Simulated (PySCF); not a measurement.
**C$_{7}$H$_{15}$ (charge +1): density, localisation and related maps**

Input

```
{"job": {"kind": "nmr", "xc": "PBE0", "basis": "pcSseg-1", "pop": false}, "charge": 1, "multiplicity": 1}
C      1.498432    -0.314714     1.428089
C      1.044830    -0.165903     0.118223
C      1.842920     0.720301    -0.811582
C     -0.628906    -0.115785    -0.042066
C     -0.976545    -0.591106    -1.444397
C     -1.284824    -1.005605     1.001394
C     -0.997082     1.351521     0.156953
H      1.055956    -1.261825    -0.154451
H      1.008112    -1.010933     2.118409
H      2.377636     0.222611     1.812980
H      1.823567     1.764526    -0.469423
H      2.892471     0.396396    -0.851703
H      1.448609     0.690422    -1.834055
H     -0.741450    -1.655907    -1.593049
H     -2.060426    -0.467874    -1.590609
H     -0.481346    -0.004963    -2.229973
H     -1.187096    -0.611345     2.023750
H     -0.909925    -2.041567     0.974215
H     -2.361342    -1.059328     0.781559
H     -0.540824     2.009186    -0.594927
H     -2.089585     1.437848     0.039580
H     -0.733181     1.714043     1.161084
```

Launched as:

```sh
OMP_NUM_THREADS=1 python ens_run.py task.json out
```

Geometry: PBE0-D3(BJ)/def2-SVP.

All numbers below come from PySCF, PBE0/pcSseg-1, SCF density, gas phase, non-relativistic.

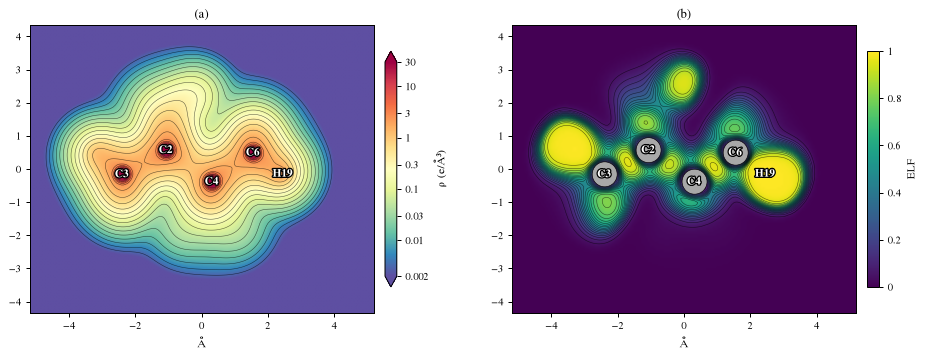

Figure 1. (a) total electron density; (b) ELF on the plane of atoms C3, C2 and C4. Grey discs cover the atomic cores in the ELF map.

### What do the fields say about this system?

- The plane passes through C and H nuclei.
- C–H (1.10 Å): ρ at the midpoint is about 2 e/Å³; the ELF climbs to about 1 towards the hydrogen, as it does in any bond to H; an ordinary covalent bond to hydrogen.
- C–C (1.51 Å): ρ at the midpoint is about 1.7 e/Å³; the ELF peaks at about 0.95 between the atoms, as expected for a shared electron pair.

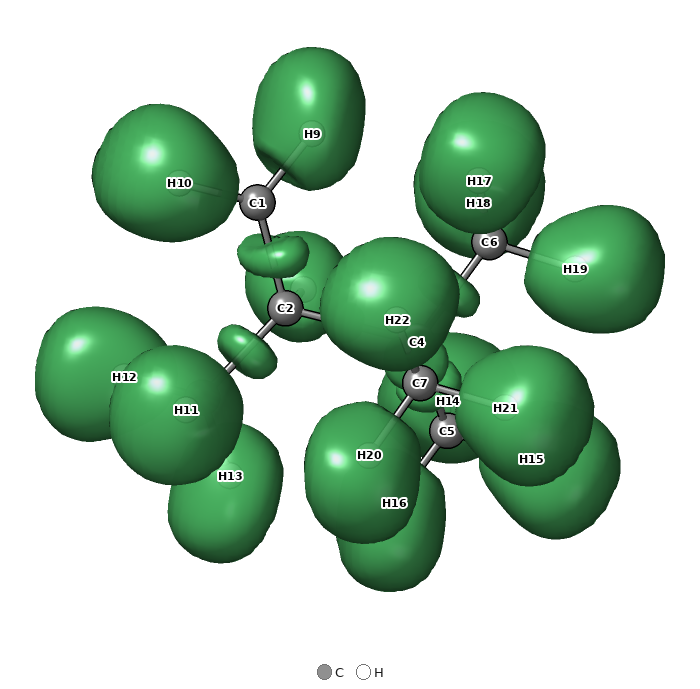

Figure 2. Isosurface of the ELF at 0.85 (green), seen across its widest extent. Core shells and regions of very low density are left out.

### What do the ELF domains correspond to?

The surface consists of six regions between bonded C–C atoms (shared pairs) and 15 regions around hydrogen nuclei. Along the contacts the grid gives the following. C–C (1.39 Å): the ELF peaks at about 0.95 between the atoms: localised, covalent bonding.

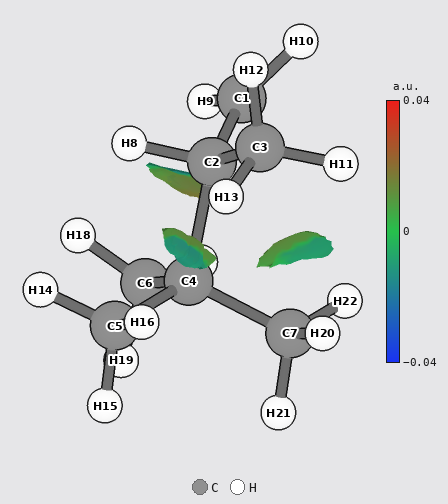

Figure 3. Non-covalent interaction (NCI) plot: the surface where the reduced density gradient is 0.5, for densities under 0.05 a.u., coloured by sign(λ₂)ρ; seen at an oblique angle.

### Which non-covalent interactions does the plot reveal?

Between C6 and H17 on one side and C1 and H9 on the other: a weak contact, attractive (blue-green) on one side and crowded (olive to red) on the other; between H13 and C3 on one side and H16 and C5 on the other: a weak contact, attractive (blue-green) on one side and crowded (olive to red) on the other; near H20, H11 and C3: mostly steric crowding (olive to red).
